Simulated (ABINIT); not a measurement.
**Ba2TaBiO6 (R-3): G0W0 in ABINIT against the exchange cutoff**

Wanted: the cheapest exchange cutoff that holds the gap of Ba2TaBiO6 (R-3).

Program: ABINIT 10.8.3. Level of theory: LDA and many-body steps on it, plane waves. Results are calculated unless marked as measured.

### 1. The structure

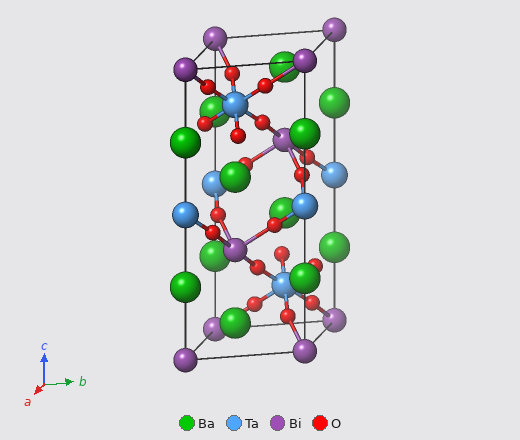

The cell as given, slightly off an axis (barium green, tantalum blue, bismuth purple, oxygen red). This picture shows the conventional cell, with its axes. Bonds to atoms that aren't drawn are left out. Some periodic images of atoms are drawn too.

The cell and positions are those that the Materials Project relaxed with its own functionals (PBE, PBE+U or r2SCAN), kept fixed. Spin-orbit coupling is left out unless a step names it.

### 2. Screening, 2×2×2 mesh, 150 bands, screening to 130.6 eV

This step: ABINIT 10.8.3; RPA screening on LDA, plane waves, norm-conserving pseudopotentials.

The RPA dielectric matrix is built and inverted for each q.

Contents of run.abi:

```
acell 3*1.0 Angstrom
rprim 
  3.075626834241 1.775713980676 4.956223105800
  -3.075626834241 1.775713980676 4.956223105800
  0.000000000000 -3.551427961352 4.956223105800
ntypat 4
znucl 56 73 83 8
natom 10
typat 1 1 2 3 4 4 4 4 4 4
xred 
  0.748816000000 0.748816000000 0.748816000000
  0.251184000000 0.251184000000 0.251184000000
  0.500000000000 0.500000000000 0.500000000000
  0.000000000000 0.000000000000 0.000000000000
  0.725510000000 0.218856000000 0.322035000000
  0.218856000000 0.322035000000 0.725510000000
  0.322035000000 0.725510000000 0.218856000000
  0.274490000000 0.781144000000 0.677965000000
  0.677965000000 0.274490000000 0.781144000000
  0.781144000000 0.677965000000 0.274490000000
pp_dirpath "pseudos"
pseudos "Ba.upf, Ta.upf, Bi.upf, O.upf"
ecut 36
ngkpt 2 2 2
nshiftk 1
shiftk 0 0 0
kptopt 1
chksymbreak 0
istwfk *1
occopt 1
irdwfk 1
optdriver 3
nband 150
ecuteps 4.8
inclvkb 2
awtr 1
symchi 1
indata_prefix "in"
outdata_prefix "out"
tmpdata_prefix "tmp"
```

Command:

```bash
> OMP_NUM_THREADS=1 mpirun -n 8 abinit run.abi > log
```

Log:

```text
.Version 10.8.3 of ABINIT. v10.8.2 released Aug 2026.

 Symmetries : space group R-3 (#148); Bravais hR (rhombohedral)
[... echo of the input left out ...]
== DATASET  1 ==================================================================
-   mpi_nproc: 8, omp_nthreads: 1 (-1 if OMP is not activated)

--- !DatasetInfo
iteration_state: {dtset: 1, }
dimensions: {natom: 10, nkpt: 4, mband: 150, nsppol: 1, nspinor: 1, nspden: 1, mpw: 11312, }
cutoff_energies: {ecut:  36.0, pawecutdg:  -1.0, }
electrons: {nelect:   8.40000000E+01, charge:   0.00000000E+00, occopt:   1.00000000E+00, tsmear:   1.00000000E-02, }

 SCREENING: Calculation of the susceptibility and dielectric matrices

 Based on a program developped by R.W. Godby, V. Olevano, G. Onida, and L. Reining.
 Incorporated in ABINIT by V. Olevano, G.-M. Rignanese, and M. Torrent.
.Using double precision arithmetic ; gwpc =  8

[... cell and pseudopotentials left out ...]
--------------------------------------------------------------------------------

 ==== K-mesh for the wavefunctions ====
 Number of points in the irreducible wedge :     4
[... list of points left out ...]
 Together with  6 symmetry operations and time-reversal symmetry
 yields     8 points in the full Brillouin Zone.

 ==== Q-mesh for the screening function ====
 Number of points in the irreducible wedge :     4
[... list of points left out ...]
 Together with  6 symmetry operations and time-reversal symmetry
 yields     8 points in the full Brillouin Zone.

 setmesh: FFT mesh size selected  =    45x   45x   45
          total number of points  =        91125

 vcoul_init : cutoff-mode = AUXILIARY_FUNCTION
 q-points for optical limit:   1
     1)      0.000010    0.000020    0.000030

- screening: taking advantage of time-reversal symmetry
- Maximum band index for partially occupied states nbvw = 42
- Remaining bands to be divided among processors   nbcw = 108
- Number of bands treated by each node ~13

 Number of electrons calculated from density =   84.0000; Expected =   84.0000
 average of density, n =  0.076643
 r_s =    1.4604
 omega_plasma =   26.7050 [eV]

 calculating chi0 at frequencies [eV] :
  1    0.000000E+00    0.000000E+00
  2    0.000000E+00    2.670500E+01

--------------------------------------------------------------------------------
  q-point number  1        q = ( 0.000000, 0.000000, 0.000000) [r.l.u.]
--------------------------------------------------------------------------------
[... chi0 elements left out ...]
 For q-point:  0.000010 0.000020 0.000030
  dielectric constant =   6.5540
  dielectric constant without local fields =   7.1567

  Average fulfillment of the sum rule on Im[epsilon] for q-point    1 :     53.82  [%]
[... wings left out ...]
  q-point number  2        q = ( 0.500000, 0.000000, 0.000000) [r.l.u.]
--------------------------------------------------------------------------------
[... chi0 elements left out ...]
  Average fulfillment of the sum rule on Im[epsilon] for q-point    2 :     61.68  [%]

 [... 2 further q-points ...]
```

Run time: 43 s. Hardware: 8 MPI ranks of AMD EPYC 9B14 (Zen 4), shared host; peak memory 5.2 GiB; 5.7 min of CPU time.

This step gave:

| Quantity | Value |
| --- | --- |
| ε∞ with local fields, on this mesh, along the program's q direction | 6.554 |
| the same without local fields | 7.157 |
| plasma frequency | 26.70 eV |
| plane waves in the screening matrix | 537 |

Local fields lower ε∞ by 8 %. On a Γ-centred mesh this coarse the value itself is usually too large, while a short band sum pulls it down.

### 3. 3.6 Ha

This step: G0W0 on LDA, plane waves, norm-conserving pseudopotentials.

Edit run.abi of step 2 so:

```diff
@@ -31,8 +31,19 @@
 irdwfk 1
-optdriver 3
+optdriver 4
 nband 150
+gwcalctyp 0
+ecutsigx 3.6
+symsigma 1
+nkptgw 3
+kptgw 
+  0.5000000000 0.5000000000 0.5000000000
+  0.5000000000 0.0000000000 0.0000000000
+  0.0000000000 0.0000000000 0.0000000000
+bdgw 
+  41 45
+  41 44
+  40 44
 ecuteps 4.8
-inclvkb 2
-awtr 1
-symchi 1
+irdscr 1
+ppmodel 1
 indata_prefix "in"
```

Log:

```text
.Version 10.8.3 of ABINIT. v10.8.2 released Aug 2026.

 Symmetries : space group R-3 (#148); Bravais hR (rhombohedral)
[... echo of the input left out ...]
== DATASET  1 ==================================================================
-   mpi_nproc: 8, omp_nthreads: 1 (-1 if OMP is not activated)

--- !DatasetInfo
iteration_state: {dtset: 1, }
dimensions: {natom: 10, nkpt: 4, mband: 150, nsppol: 1, nspinor: 1, nspden: 1, mpw: 11312, }
cutoff_energies: {ecut:  36.0, pawecutdg:  -1.0, }
electrons: {nelect:   8.40000000E+01, charge:   0.00000000E+00, occopt:   1.00000000E+00, tsmear:   1.00000000E-02, }

 SIGMA: Calculation of the GW corrections

 Based on a program developped by R.W. Godby, V. Olevano, G. Onida, and L. Reining.
 Incorporated in ABINIT by V. Olevano, G.-M. Rignanese, and M. Torrent.
.Using double precision arithmetic ; gwpc =  8

[... cell and pseudopotentials left out ...]
--------------------------------------------------------------------------------

 ==== K-mesh for the wavefunctions ====
 Number of points in the irreducible wedge :     4
[... list of points left out ...]
 Together with  6 symmetry operations and time-reversal symmetry
 yields     8 points in the full Brillouin Zone.

 ==== Q-mesh for screening function ====
 Number of points in the irreducible wedge :     4
[... list of points left out ...]
 Together with  6 symmetry operations and time-reversal symmetry
 yields     8 points in the full Brillouin Zone.

 vcoul_init : cutoff-mode = AUXILIARY_FUNCTION
 q-points for optical limit:   1
     1)      0.000010    0.000020    0.000030
 setmesh: FFT mesh size selected  =    45x   45x   45
          total number of points  =        91125

 Number of electrons calculated from density =   84.0000; Expected =   84.0000
 average of density, n =  0.076643
 r_s =    1.4604
 omega_plasma =   26.7050 [eV]

 === KS Band Gaps ===
  >>>> For spin  1
   Minimum direct gap =   2.5944 [eV], located at k-point      :   0.5000  0.0000  0.0000
   Fundamental gap    =   2.5660 [eV], Top of valence bands at :   0.5000  0.5000  0.5000
                                       Bottom of conduction at :   0.5000  0.0000  0.0000
 SIGMA fundamental parameters:
 PLASMON POLE MODEL  1
 number of plane-waves for SigmaX                  337
 number of plane-waves for SigmaC and W            337
 number of plane-waves for wavefunctions         11299
 number of bands                                   150
 number of independent spin polarizations            1
 number of spinorial components                      1
 number of k-points in IBZ                           4
 number of q-points in IBZ                           4
 number of symmetry operations                       6
 number of k-points in BZ                            8
 number of q-points in BZ                            8
 number of frequencies for dSigma/dE                 9
 frequency step for dSigma/dE [eV]                0.25
 number of omega for Sigma on real axis              0
 max omega for Sigma on real axis  [eV]           0.00
 zcut for avoiding poles [eV]                     0.10

 EPSILON^-1 parameters (SCR file):
 dimension of the eps^-1 matrix on file            537
 dimension of the eps^-1 matrix used               337
 number of plane-waves for wavefunctions         11299
 number of bands                                   150
 number of q-points in IBZ                           4
 number of frequencies                               2
 number of real frequencies                          1
 number of imag frequencies                          1

 matrix elements of self-energy operator (all in [eV])

 Perturbative Calculation

--- !SelfEnergy_ee
iteration_state: {dtset: 1, }
kpoint     : [   0.500,    0.500,    0.500, ]
spin       : 1
KS_gap     :    2.705
QP_gap     :    2.668
Delta_QP_KS:   -0.036
data: !SigmaeeData |
     Band     E0 <VxcDFT>   SigX SigC(E0)      Z dSigC/dE  Sig(E)    E-E0       E
       41   4.319 -18.520 -21.034   4.995   0.769  -0.300 -16.611   1.909   6.228
       42   5.829 -19.904 -20.339   3.668   0.790  -0.265 -17.350   2.554   8.384
       43   8.534 -14.126  -8.011  -3.069   0.827  -0.210 -11.608   2.518  11.052
       44   8.985 -14.588  -8.364  -3.005   0.826  -0.211 -11.930   2.658  11.643
       45   8.985 -14.588  -8.364  -3.005   0.826  -0.211 -11.930   2.658  11.643

--- !SelfEnergy_ee
iteration_state: {dtset: 1, }
kpoint     : [   0.500,    0.000,    0.000, ]
spin       : 1
KS_gap     :    2.594
QP_gap     :    2.556
Delta_QP_KS:   -0.038
data: !SigmaeeData |
     Band     E0 <VxcDFT>   SigX SigC(E0)      Z dSigC/dE  Sig(E)    E-E0       E
       41   4.596 -18.752 -21.038   4.895   0.770  -0.298 -16.743   2.009   6.605
[...]
--- !SelfEnergy_ee
iteration_state: {dtset: 1, }
kpoint     : [   0.000,    0.000,    0.000, ]
spin       : 1
KS_gap     :    3.957
QP_gap     :    3.780
Delta_QP_KS:   -0.177
data: !SigmaeeData |
     Band     E0 <VxcDFT>   SigX SigC(E0)      Z dSigC/dE  Sig(E)    E-E0       E
[...]
42   5.059 -19.192 -20.738   4.414   0.776  -0.288 -16.965   2.226   7.285
       43   9.016 -13.028  -7.864  -2.700   0.832  -0.202 -10.979   2.049  11.065
       44   9.195 -15.313  -7.875  -3.505   0.817  -0.225 -12.101   3.212  12.407

== END DATASET(S) ==============================================================
================================================================================

 -outvars: echo values of variables after computation  --------
           etotal      0.0000000000E+00
            nband         150
             nkpt           4
          spgroup         148
 [... the other variables as echoed above ...]

 Calculation completed.
```

Elapsed: 13 s, on 8 MPI ranks; peak memory 2.2 GiB.

Numbers from this step:

```
G0W0 gap on the points computed              : 2.516 eV
starting gap on the mesh                     : 2.566 eV
k of the valence top                         : 0.5, 0.5, 0.5
k of the conduction bottom                   : 0.5, 0, 0
Z at the valence top                         : 0.79
Z at the conduction bottom                   : 0.829
least direct G0W0 gap on the computed points : 2.556 eV
```

### 4. 7.2 Ha

Edit run.abi of step 3 so:

```diff
@@ -34,3 +34,3 @@
 gwcalctyp 0
-ecutsigx 3.6
+ecutsigx 7.2
 symsigma 1
```

Log:

```text
.Version 10.8.3 of ABINIT. v10.8.2 released Aug 2026.

 Symmetries : space group R-3 (#148); Bravais hR (rhombohedral)
[... echo of the input left out ...]
== DATASET  1 ==================================================================
-   mpi_nproc: 8, omp_nthreads: 1 (-1 if OMP is not activated)

--- !DatasetInfo
iteration_state: {dtset: 1, }
dimensions: {natom: 10, nkpt: 4, mband: 150, nsppol: 1, nspinor: 1, nspden: 1, mpw: 11312, }
cutoff_energies: {ecut:  36.0, pawecutdg:  -1.0, }
electrons: {nelect:   8.40000000E+01, charge:   0.00000000E+00, occopt:   1.00000000E+00, tsmear:   1.00000000E-02, }

 SIGMA: Calculation of the GW corrections

 Based on a program developped by R.W. Godby, V. Olevano, G. Onida, and L. Reining.
 Incorporated in ABINIT by V. Olevano, G.-M. Rignanese, and M. Torrent.
.Using double precision arithmetic ; gwpc =  8

[... cell and pseudopotentials left out ...]
--------------------------------------------------------------------------------

 ==== K-mesh for the wavefunctions ====
 Number of points in the irreducible wedge :     4
[... list of points left out ...]
 Together with  6 symmetry operations and time-reversal symmetry
 yields     8 points in the full Brillouin Zone.

 ==== Q-mesh for screening function ====
 Number of points in the irreducible wedge :     4
[... list of points left out ...]
 Together with  6 symmetry operations and time-reversal symmetry
 yields     8 points in the full Brillouin Zone.

 vcoul_init : cutoff-mode = AUXILIARY_FUNCTION
 q-points for optical limit:   1
     1)      0.000010    0.000020    0.000030
 setmesh: FFT mesh size selected  =    45x   45x   45
          total number of points  =        91125

 Number of electrons calculated from density =   84.0000; Expected =   84.0000
[...]
number of plane-waves for wavefunctions         11299
 number of bands                                   150
 number of q-points in IBZ                           4
 number of frequencies                               2
 number of real frequencies                          1
 number of imag frequencies                          1

 matrix elements of self-energy operator (all in [eV])

 Perturbative Calculation

--- !SelfEnergy_ee
iteration_state: {dtset: 1, }
kpoint     : [   0.500,    0.500,    0.500, ]
spin       : 1
KS_gap     :    2.705
QP_gap     :    3.388
Delta_QP_KS:    0.683
data: !SigmaeeData |
     Band     E0 <VxcDFT>   SigX SigC(E0)      Z dSigC/dE  Sig(E)    E-E0       E
       41   4.319 -18.520 -22.570   5.101   0.764  -0.308 -17.717   0.803   5.122
       42   5.829 -19.904 -22.264   3.723   0.786  -0.273 -18.833   1.071   6.900
       43   8.534 -14.126  -8.963  -3.038   0.825  -0.212 -12.373   1.754  10.288
[...]
--- !SelfEnergy_ee
iteration_state: {dtset: 1, }
kpoint     : [   0.500,    0.000,    0.000, ]
spin       : 1
KS_gap     :    2.594
QP_gap     :    3.288
Delta_QP_KS:    0.694
data: !SigmaeeData |
     Band     E0 <VxcDFT>   SigX SigC(E0)      Z dSigC/dE  Sig(E)    E-E0       E
[...]
--- !SelfEnergy_ee
iteration_state: {dtset: 1, }
kpoint     : [   0.000,    0.000,    0.000, ]
spin       : 1
KS_gap     :    3.957
QP_gap     :    4.450
Delta_QP_KS:    0.493
data: !SigmaeeData |
     Band     E0 <VxcDFT>   SigX SigC(E0)      Z dSigC/dE  Sig(E)    E-E0       E
[...]
43   9.016 -13.028  -8.606  -2.664   0.830  -0.205 -11.569   1.459  10.475
       44   9.195 -15.313  -9.039  -3.484   0.815  -0.227 -13.039   2.274  11.469

== END DATASET(S) ==============================================================
================================================================================

 -outvars: echo values of variables after computation  --------
           etotal      0.0000000000E+00
            nband         150
             nkpt           4
          spgroup         148
 [... the other variables as echoed above ...]

 Calculation completed.
```

The job ended after 22 s (8 MPI ranks; peak memory 2.5 GiB; 2.9 min of CPU time).

Numbers from this step:

| Quantity | Value |
| --- | --- |
| G0W0 gap on the points computed | 3.251 eV |
| starting gap on the mesh | 2.566 eV |
| k of the valence top | 0.5, 0.5, 0.5 |
| k of the conduction bottom | 0.5, 0, 0 |
| Z at the valence top | 0.786 |
| Z at the conduction bottom | 0.827 |
| least direct G0W0 gap on the computed points | 3.288 eV |

### 5. 14.4 Ha

The self-energy is evaluated for the states that the input lists, and the levels follow from it, in one-shot runs by the linearised quasiparticle equation.

Edit run.abi of step 4 so:

```diff
@@ -34,3 +34,3 @@
 gwcalctyp 0
-ecutsigx 7.2
+ecutsigx 14.4
 symsigma 1
```

Log:

```text
.Version 10.8.3 of ABINIT. v10.8.2 released Aug 2026.

 Symmetries : space group R-3 (#148); Bravais hR (rhombohedral)
[... echo of the input left out ...]
== DATASET  1 ==================================================================
-   mpi_nproc: 8, omp_nthreads: 1 (-1 if OMP is not activated)

--- !DatasetInfo
iteration_state: {dtset: 1, }
dimensions: {natom: 10, nkpt: 4, mband: 150, nsppol: 1, nspinor: 1, nspden: 1, mpw: 11312, }
cutoff_energies: {ecut:  36.0, pawecutdg:  -1.0, }
[...]
Band     E0 <VxcDFT>   SigX SigC(E0)      Z dSigC/dE  Sig(E)    E-E0       E
[...]
43   9.016 -13.028  -8.844  -2.664   0.830  -0.205 -11.766   1.261  10.277
       44   9.195 -15.313  -9.433  -3.484   0.815  -0.227 -13.360   1.953  11.148

== END DATASET(S) ==============================================================
================================================================================

 -outvars: echo values of variables after computation  --------
           etotal      0.0000000000E+00
            nband         150
             nkpt           4
          spgroup         148
 [... the other variables as echoed above ...]

 Calculation completed.
```

Wall time 26 s (8 MPI ranks); peak memory 2.5 GiB; 3.4 min of CPU time.

This step gave:

```yaml
g0w0_gap_on_the_points_computed: 3.576 eV
starting_gap_on_the_mesh: 2.566 eV
k_of_the_valence_top: 0.5, 0.5, 0.5
k_of_the_conduction_bottom: 0.5, 0, 0
least_direct_g0w0_gap_on_the_computed_points: 3.613 eV
```

The gap on the mesh goes from 2.57 eV to 3.58 eV, a correction of +1.01 eV.

[end of part 1 of 2]

[Paths, hosts, dates, memory and timing lines, banners, echoed tables and standing remarks are left out of the program output.]

[Logs are printed without paths, hosts, clocks, repeated set-up lines and the standing remarks that a program may print on its own settings, such as how far it seeks lower states.]

[Runs of the session that timed out or met a known fault of the program may be left out.]

[Hosts, paths, dates, database ids (printed as entryN), source tags and the programs' standing remarks are cut or masked in the printed files.]

[G0W0 gaps are taken among the corrected bands and points alone; a level outside them can change the order at an edge.]

[Where Ansatz stands beside ABINIT at settings called matched, ABINIT's density can come from a denser mesh and the files from another edition; pairs whose starting gaps differed by over 0.03 eV were left out, so agreement reads better than it is.]
